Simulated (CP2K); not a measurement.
Consider acrylonitrile at its PBE geometry (Å).

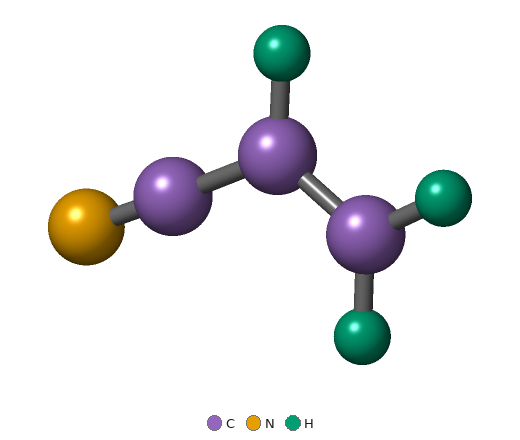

The molecule (carbon purple, nitrogen orange, hydrogen teal).

```xyz
7

C    -1.0324    0.2565   -0.0153
C     0.0992   -0.4663   -0.0376
C     1.4012    0.1087    0.0587
N     2.4801    0.5482    0.1374
H    -1.0169    1.3415    0.0780
H    -2.0013   -0.2344   -0.0905
H     0.0701   -1.5541   -0.1308
```

Method: CP2K XAS_TDP, all-electron GAPW, PBEh(45%), aug-cc-pVDZ, TDA, GW2X-corrected core level, no relativity.

**Question.** Where do the N K-edge lines lie, and how strong are they?

Leading lines: N4 400.31 eV. The leading line of an atom is its first one with 35 % of the strongest within 2.5 eV of its lowest line over the strength cut. Core ionisation energies at this level: N4 406.19 eV.

The first six lines of each atom with a strength over 0.0015:

```tsv
atom	energy (eV)	states	strength, one atom	above the computed threshold
N4 (bonded to C)	400.31	1	0.0458	
	401.02	1	0.0544	
	405.44	1	0.0094	
	406.37	1	0.0032	yes
	407.07	1	0.0047	yes
	408.04	2	0.0031	yes
```

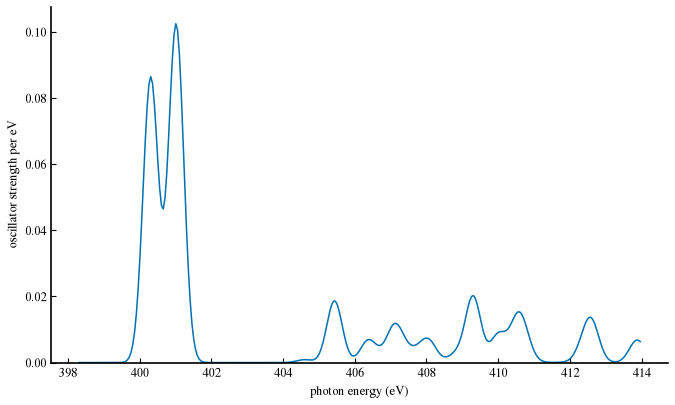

All atoms added, broadened by 0.5 eV.

Lines are vertical, at one geometry, with no vibrational structure. GW2X ionisation energies and lines can be off by 1 to 2 eV either way, and a good line position may hide errors that cancel. These values hold no scalar relativity, about 0.2 eV for N 1s. Rydberg lines, and the discretised continuum above threshold, depend on the basis and the box.

[Banner, clock and machine lines of the logs are left out without a mark of their own.]

[Logs are printed without paths, hosts, clocks, repeated set-up lines and the standing remarks that a program may print on its own settings, such as how far it seeks lower states.]

[Hosts, paths, dates, database ids (printed as entryN), source tags and the programs' standing remarks are cut or masked in the printed files.]
